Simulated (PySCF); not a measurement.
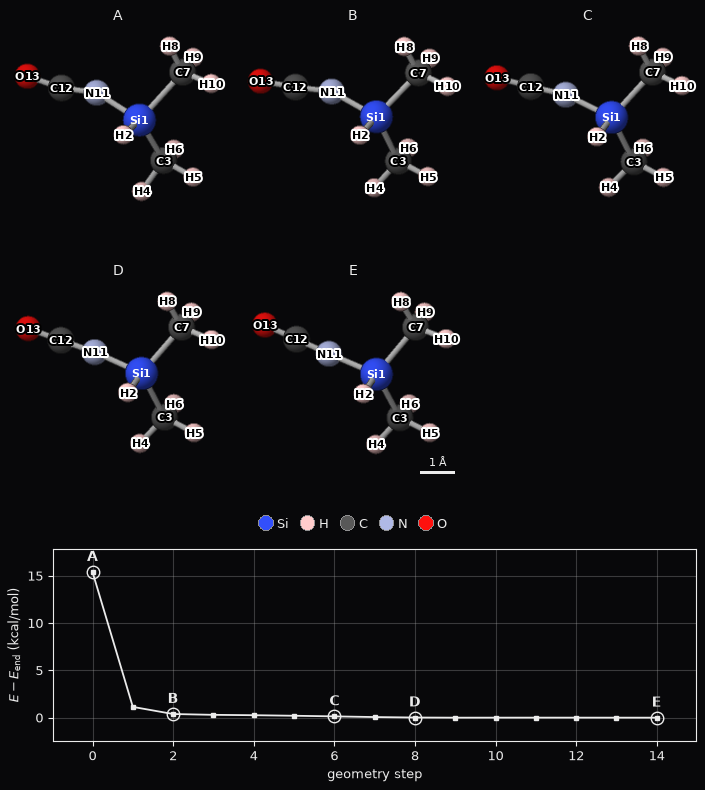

Frames of a relaxation of C₃H₇NOSi, marked on the history of the run. Style: ball-and-stick. Shown at a tilt.

The start comes from GFN2-xTB. Its atoms were then displaced at random by about 0.03 Å.

These are results of PBE0-D3(BJ)/def2-SVP geometry optimisation, gas phase (PySCF 2.14.0, density-fitted response routines), not measurements. 

What happens along the run?

Answer. The atom that moves furthest after the best rigid fit is O13 (0.22 Å). By element the largest moves are O 0.22 Å, N 0.21 Å, H 0.20 Å, C 0.12 Å, Si 0.07 Å. Among the contacts that change: Si1–C7 1.973 → 1.869 Å, Si1–C3 1.797 → 1.869 Å, C7–H9 1.032 → 1.101 Å, C3–H4 1.165 → 1.101 Å. Among the angles between lasting bonds that change: Si1–N11–C12 157.1° → 178.9°, N11–C12–O13 169.6° → 179.9°, H4–C3–H5 99.1° → 108.1°. The energy falls by 15.4 kcal/mol in 14 geometry steps. From step 0 to 2: O13 moves most (0.17 Å), energy −15.0 kcal/mol. From step 2 to 6: O13 moves most (0.12 Å), energy −0.25 kcal/mol. From step 6 to 8: O13 moves most (0.13 Å), energy −0.12 kcal/mol. From step 8 to 14: O13 moves most (0.12 Å), energy −0.02 kcal/mol.

```json
{"step": "0", "E − E(0), kcal/mol": "0.00"}
{"step": "1", "E − E(0), kcal/mol": "-14.26"}
{"step": "2", "E − E(0), kcal/mol": "-15.02"}
{"step": "3", "E − E(0), kcal/mol": "-15.10"}
{"step": "4", "E − E(0), kcal/mol": "-15.14"}
{"step": "5", "E − E(0), kcal/mol": "-15.20"}
{"step": "6", "E − E(0), kcal/mol": "-15.27"}
{"step": "7", "E − E(0), kcal/mol": "-15.34"}
{"step": "8", "E − E(0), kcal/mol": "-15.39"}
{"step": "9", "E − E(0), kcal/mol": "-15.40"}
{"step": "10", "E − E(0), kcal/mol": "-15.40"}
{"step": "11", "E − E(0), kcal/mol": "-15.40"}
{"step": "12", "E − E(0), kcal/mol": "-15.40"}
{"step": "13", "E − E(0), kcal/mol": "-15.40"}
{"step": "14", "E − E(0), kcal/mol": "-15.40"}
```
